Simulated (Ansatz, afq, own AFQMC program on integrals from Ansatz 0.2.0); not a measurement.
# SiH₄O (singlet): AFQMC on the coupled-cluster ladder at twist about Si1–O2 = 14.5°, 6-31G, part 2 of 2

Ansatz 0.2.0, Gaussian basis, and an in-house AFQMC program (afq) on its integrals; all values are calculated; 6-31G, frozen cores. The steps go on from the part before.

## 10. Phaseless AFQMC, CISD trial on RHF

It reads the integrals that the CCSD(T) run on this determinant wrote.

Command:

```
$ afq ham --method phaseless --trial cisd --walkers 170 --populations 1 --least-time 40 --time-step 0.005 --steps-per-block 50 --equilibration-blocks 28 --max-blocks 300 --target-error 0.00045 --factor-cut 1e-05 --seed 4532 --release-times 0.24,0.51,0.99,1.62,2.4 --release-step 0.03 --release-every 4 --taylor-order 6
```

Log:

```text
orbitals 24  electrons 7 7  factors 169 of 343
reference energy -366.03827890 Eh
CCSD correlation -0.19916926 Eh in 9 cycles, weight of the determinant in the CISD state 0.9163
energy of the start -366.237448 Eh
 block  time / (1/Eh)  mean weight  energy / Eh
     1     0.250  0.9989  -366.234517
     2     0.500  1.0001  -366.235152
     3     0.750  1.0010  -366.236168
     4     1.000  0.9995  -366.237960
     5     1.250  0.9995  -366.236871
     6     1.500  1.0003  -366.238789
     7     1.750  1.0002  -366.238525
     8     2.000  0.9998  -366.239246
     9     2.250  0.9987  -366.239182
    10     2.500  0.9992  -366.239988
    13     3.250  1.0002  -366.244070
    17     4.250  1.0001  -366.239236
    21     5.250  0.9992  -366.246228
    25     6.250  1.0012  -366.239362
    29     7.250  0.9996  -366.241887
    33     8.250  1.0000  -366.238692
    37     9.250  1.0008  -366.241742
    41    10.250  1.0002  -366.236212
    45    11.250  1.0000  -366.238802
    49    12.250  0.9999  -366.240980
    53    13.250  0.9991  -366.241696
    57    14.250  0.9999  -366.240460
    61    15.250  1.0010  -366.239107
    65    16.250  0.9999  -366.239438
    69    17.250  1.0012  -366.241155
    73    18.250  0.9998  -366.240285
    77    19.250  1.0002  -366.242652
    81    20.250  1.0005  -366.240869
    85    21.250  0.9994  -366.239387
    89    22.250  0.9984  -366.239908
    93    23.250  0.9994  -366.243185
    97    24.250  0.9994  -366.240754
   101    25.250  1.0009  -366.242342
   105    26.250  1.0007  -366.242262
   109    27.250  0.9996  -366.238741
   113    28.250  1.0007  -366.238229
   117    29.250  0.9988  -366.238355
   121    30.250  0.9996  -366.238610
   125    31.250  1.0005  -366.241097
   129    32.250  0.9999  -366.239560
   133    33.250  1.0011  -366.241460
   137    34.250  0.9996  -366.237528
   141    35.250  0.9993  -366.239268
   145    36.250  0.9993  -366.240632
   149    37.250  0.9997  -366.239912
   153    38.250  1.0003  -366.242612
   157    39.250  1.0001  -366.236408
   161    40.250  1.0004  -366.241565
   165    41.250  0.9987  -366.240295
   169    42.250  1.0007  -366.240061
   173    43.250  0.9995  -366.244072
   177    44.250  1.0003  -366.241928
   181    45.250  0.9989  -366.242162
   185    46.250  1.0008  -366.250784
blocks merged  error / Eh  count
     1  0.000194  160
     2  0.000220  80
     4  0.000267  40
     8  0.000266  20
    16  0.000352  10
released: time / (1/Eh)  energy / Eh  error  mean overlap
  0.24  -366.240749  0.000302  0.9959
  0.51  -366.240859  0.000198  1.0015
  0.99  -366.241113  0.000234  0.9951
  1.62  -366.240762  0.000220  1.0051
  2.40  -366.241470  0.000300  0.9939
energy -366.240825 +/- 0.000267 Eh
```

It took 2.1 min on 1 thread of Arm Neoverse V2, shared host.

Energy -9965.9206 ± 0.0073 eV. Caveats: constraint bias not in the error.

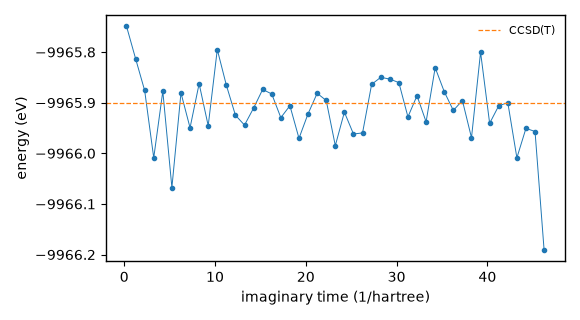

Block energies along the walk.

## 11. Phaseless AFQMC, single-determinant trial on RHF

It reads the integrals that the CCSD(T) run on this determinant wrote.

Command:

```
$ afq ham --method phaseless --trial hf --walkers 340 --populations 1 --least-time 40 --time-step 0.005 --steps-per-block 20 --equilibration-blocks 112 --max-blocks 600 --target-error 0.00135 --factor-cut 1e-05 --seed 2221 --taylor-order 6
```

Log:

```text
orbitals 24  electrons 7 7  factors 169 of 343
reference energy -366.03827890 Eh
CCSD correlation -0.19916926 Eh in 9 cycles, weight of the determinant in the CISD state 0.9163
energy of the start -366.038279 Eh
 block  time / (1/Eh)  mean weight  energy / Eh
     1     0.100  1.0005  -366.095174
     2     0.200  1.0016  -366.132030
     3     0.300  1.0018  -366.153961
     4     0.400  1.0011  -366.164416
     5     0.500  1.0019  -366.169225
     6     0.600  1.0025  -366.187878
     7     0.700  1.0012  -366.193935
     8     0.800  0.9989  -366.191047
     9     0.900  1.0011  -366.225984
    10     1.000  1.0003  -366.222215
    14     1.400  1.0002  -366.230615
    27     2.700  1.0003  -366.231760
    40     4.000  0.9999  -366.240077
    53     5.300  1.0006  -366.233560
    66     6.600  1.0000  -366.218305
    79     7.900  1.0007  -366.236719
    92     9.200  1.0007  -366.264369
   105    10.500  1.0005  -366.241392
   118    11.800  0.9997  -366.231037
   131    13.100  0.9999  -366.231537
   144    14.400  1.0000  -366.264495
   157    15.700  0.9999  -366.242403
   170    17.000  0.9991  -366.230759
   183    18.300  1.0002  -366.238515
   196    19.600  1.0000  -366.228894
   209    20.900  1.0008  -366.242778
   222    22.200  0.9993  -366.226503
   235    23.500  0.9998  -366.243008
   248    24.800  1.0008  -366.233227
   261    26.100  0.9976  -366.248164
   274    27.400  1.0001  -366.230812
   287    28.700  1.0005  -366.261907
   300    30.000  1.0011  -366.254691
   313    31.300  1.0008  -366.234882
   326    32.600  0.9999  -366.244527
   339    33.900  0.9995  -366.239533
   352    35.200  1.0008  -366.236950
   365    36.500  1.0003  -366.239582
   378    37.800  0.9998  -366.240553
   391    39.100  1.0003  -366.242188
   404    40.400  0.9999  -366.230057
   417    41.700  1.0009  -366.241056
   430    43.000  1.0003  -366.246335
   443    44.300  1.0015  -366.283571
   456    45.600  1.0009  -366.248739
   469    46.900  1.0004  -366.234581
   482    48.200  1.0009  -366.240454
   495    49.500  1.0010  -366.257580
   508    50.800  0.9993  -366.223507
   521    52.100  0.9989  -366.240811
blocks merged  error / Eh  count
     1  0.000645  410
     2  0.000839  205
     4  0.001047  102
     8  0.001270  51
    16  0.001282  25
    32  0.001354  12
energy -366.242136 +/- 0.001282 Eh
```

Wall time 2.4 min (1 thread of Arm Neoverse V2, shared host).

Energy -9965.9562 ± 0.0349 eV. Caveats: constraint bias not in the error.

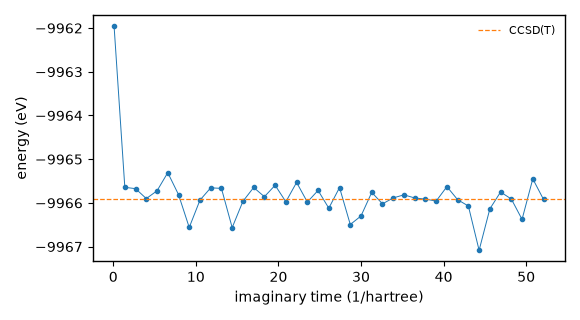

Block energies along the walk.

## 12. Free-projection AFQMC, CISD trial on RHF

It reads the integrals that the CCSD(T) run on this determinant wrote.

Command:

```
$ afq ham --method free --trial cisd --walkers 170 --time-step 0.03 --max-blocks 80 --target-error 0.00045 --factor-cut 1e-05 --seed 5703 --times 0,0.21,0.42,0.81,1.2,1.8,2.4,3 --taylor-order 8
```

Log:

```text
orbitals 24  electrons 7 7  factors 169 of 343
reference energy -366.03827890 Eh
CCSD correlation -0.19916926 Eh in 9 cycles, weight of the determinant in the CISD state 0.9163
repeat  energy at the last time / Eh  error
    10  -366.241629  0.001114
    20  -366.241426  0.000662
    30  -366.241346  0.000482
    40  -366.241340  0.000386
time / (1/Eh)  energy / Eh  error  mean overlap
  0.00  -366.237835  0.000452  1.0923
  0.21  -366.239249  0.000253  1.0925
  0.42  -366.239870  0.000248  1.0893
  0.81  -366.240546  0.000205  1.0916
  1.20  -366.240936  0.000238  1.0821
  1.80  -366.241308  0.000254  1.0734
  2.40  -366.241576  0.000290  1.0659
  3.00  -366.241310  0.000378  1.0637
energy -366.241310 +/- 0.000378 Eh
```

It took 59 s on 1 thread of Arm Neoverse V2, shared host.

Energy -9965.9337 ± 0.0103 eV. Caveats: remainder of the start not in the error.

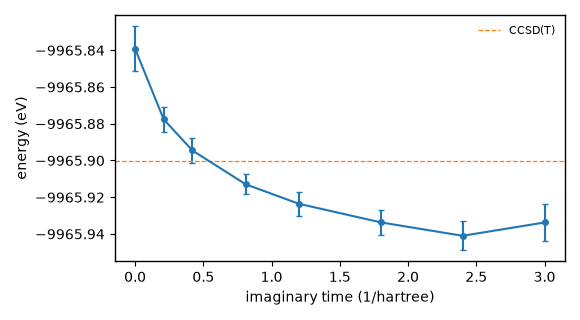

Energy against projection time, with error bars.

## 13. Phaseless AFQMC, single-determinant trial on RHF (settings varied)

It reads the integrals that the CCSD(T) run on this determinant wrote.

Command:

```
$ afq ham --method phaseless --trial hf --walkers 80 --populations 1 --least-time 40 --time-step 0.02 --steps-per-block 25 --equilibration-blocks 12 --max-blocks 120 --target-error 0.0009 --factor-cut 1e-05 --seed 1214 --taylor-order 4
```

Log:

```text
orbitals 24  electrons 7 7  factors 169 of 343
reference energy -366.03827890 Eh
CCSD correlation -0.19916926 Eh in 9 cycles, weight of the determinant in the CISD state 0.9163
energy of the start -366.038279 Eh
 block  time / (1/Eh)  mean weight  energy / Eh
     1     0.500  1.0117  -366.187953
     2     1.000  1.0071  -366.244804
     3     1.500  1.0122  -366.226810
     4     2.000  0.9950  -366.227399
     5     2.500  1.0135  -366.272924
     6     3.000  1.0015  -366.276313
     7     3.500  0.9903  -366.198866
     8     4.000  0.9970  -366.233946
     9     4.500  1.0072  -366.261056
    10     5.000  0.9858  -366.258153
    13     6.500  0.9942  -366.246964
    16     8.000  0.9999  -366.203834
    19     9.500  0.9928  -366.252055
    22    11.000  1.0090  -366.243064
    25    12.500  0.9931  -366.228642
    28    14.000  0.9976  -366.195657
    31    15.500  1.0045  -366.242461
    34    17.000  0.9984  -366.210895
    37    18.500  1.0026  -366.205829
    40    20.000  0.9963  -366.283140
    43    21.500  0.9942  -366.213674
    46    23.000  0.9929  -366.206791
    49    24.500  0.9984  -366.189979
    52    26.000  1.0008  -366.235455
    55    27.500  0.9949  -366.234316
    58    29.000  1.0006  -366.196235
    61    30.500  0.9993  -366.204955
    64    32.000  1.0001  -366.237524
    67    33.500  0.9991  -366.272047
    70    35.000  1.0116  -366.284937
    73    36.500  0.9998  -366.204750
    76    38.000  1.0061  -366.213947
    79    39.500  0.9881  -366.266328
    82    41.000  0.9995  -366.227576
    85    42.500  1.0038  -366.211240
    88    44.000  1.0043  -366.235114
    91    45.500  0.9959  -366.226111
    94    47.000  1.0017  -366.232789
    97    48.500  0.9987  -366.282957
   100    50.000  0.9874  -366.231500
   103    51.500  1.0061  -366.230875
   106    53.000  1.0051  -366.214415
   109    54.500  1.0029  -366.276606
   112    56.000  1.0067  -366.249110
   115    57.500  0.9932  -366.245323
   118    59.000  1.0013  -366.237945
   121    60.500  1.0046  -366.234550
   124    62.000  1.0060  -366.227796
   127    63.500  1.0064  -366.244509
   130    65.000  0.9934  -366.288885
blocks merged  error / Eh  count
     1  0.002598  120
     2  0.002930  60
     4  0.002772  30
     8  0.002535  15
energy -366.235750 +/- 0.002930 Eh
```

Wall time 10 s (1 thread of Arm Neoverse V2, shared host).

Energy -9965.7824 ± 0.0797 eV. The run doesn't count as converged. Caveats: constraint bias not in the error; error above the target.

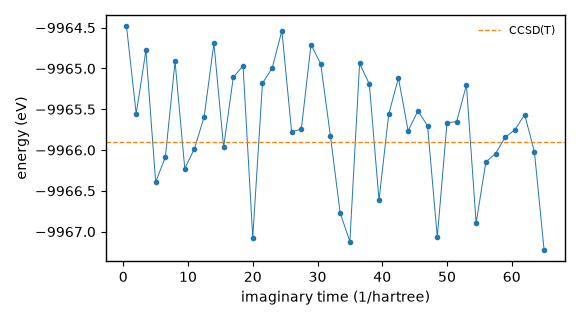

Block energies along the walk.

## 14. UHF

Input file in.yaml:

```yaml
crystal:
  periodic: [false, false, false]
  atoms:
    - {symbol: Si, position_ang: [0.004441, -0.025380, 0.559965]}
    - {symbol: O, position_ang: [0.004441, 0.096053, -1.083478]}
    - {symbol: H, position_ang: [1.208005, -0.746818, 1.057721]}
    - {symbol: H, position_ang: [0.004441, 1.364551, 1.069916]}
    - {symbol: H, position_ang: [-1.199123, -0.746818, 1.057721]}
    - {symbol: H, position_ang: [-0.207540, -0.688426, -1.589941]}
basis:
  gaussian: {orbitals: 6-31G}
magnetization: {spin_polarized: true, initial_magnetization: 0}
hamiltonian: {xc: hf}
output: {orbitals: {seedname: orbitals}}
```

Command:

```
$ ansatz run in.yaml --threads 1 --pin off --events-out ev --progress --plain --max-ram 1382MiB
```

Log:

```text
Functional definition: HF
  name "HF"
  cite "Fock, Z. Phys. 61, 126 (1930) doi:10.1007/BF01340294"
  parent pbe
  exchange = exact_x
  correlation = 0
343 factors; integrals over basis functions are off by at most 2.6e-4 eV
mean field evaluation 1: about -9958.5200 eV, gradient 2.1e1 eV
mean field evaluation 2: about -9958.5239 eV, gradient 2.2e1 eV
mean field evaluation 4: about -9960.3993 eV, gradient 1.1e0 eV
mean field evaluation 8: about -9960.4090 eV, gradient 8.1e-4 eV
mean field -9960.40898794 eV, -366.0382788993 hartree, gradient 2.7e-5 eV, S^2 0.000000; 0 other end points of the search recorded, 0 dependent functions left out
reference -9960.40898794 eV, -366.0382788993 hartree; 13, 13 occupied and 17, 17 virtual orbitals, 343 factors
Total energy: -9960.40898794 eV, -366.0382788993 hartree
```

Run time: 0.15 s. Hardware: 1 thread of Arm Neoverse V2, shared host.

From the report: ⟨S²⟩ of the determinant 0.000 (pure singlet: 0.00).

## 15. All levels side by side

On the RHF determinant, counted from CCSD(T) (a yardstick, not exact):

```tsv
level	energy (eV)	from CCSD(T) (kcal/mol)	statistical error (kcal/mol)	time
HF	-9960.4090	+126.63		
MP2	-9965.3013	+13.81		
CCSD	-9965.8287	+1.65		
CCSD(T)	-9965.9002	0.00		
Phaseless AFQMC, CISD trial, step 0.005, 170 walkers	-9965.9206	-0.47	0.17	2.1 min
Phaseless AFQMC, single-determinant trial, step 0.005, 340 walkers	-9965.9562	-1.29	0.80	2.4 min
Free-projection AFQMC, CISD trial, step 0.03, 170 walkers	-9965.9337	-0.77	0.24	59 s
```

The functionals' totals stand on their own zeros and serve differences with other points: PBE -9981.290 eV; r2SCAN -9985.977 eV; PBE0 -9982.121 eV; B3LYP -9988.465 eV; wB97M-V -9986.256 eV; B2PLYP -9981.249 eV.

## 16. Results

What follows sums up all 2 parts.

```
                                                     quantity                  value
              Phaseless AFQMC, CISD trial on RHF from CCSD(T)  -0.47 ± 0.17 kcal/mol
Phaseless AFQMC, single-determinant trial on RHF from CCSD(T)  -1.29 ± 0.80 kcal/mol
        Free-projection AFQMC, CISD trial on RHF from CCSD(T)  -0.77 ± 0.24 kcal/mol
```

**Reading.** On RHF the phaseless walk with the CISD trial lies -0.47 kcal/mol from CCSD(T), within three error bars. Free projection has no constraint; at the last time it gives -0.77 ± 0.24 kcal/mol. Error bars are statistical and leave out the constraint, the time step and what remains of the start.
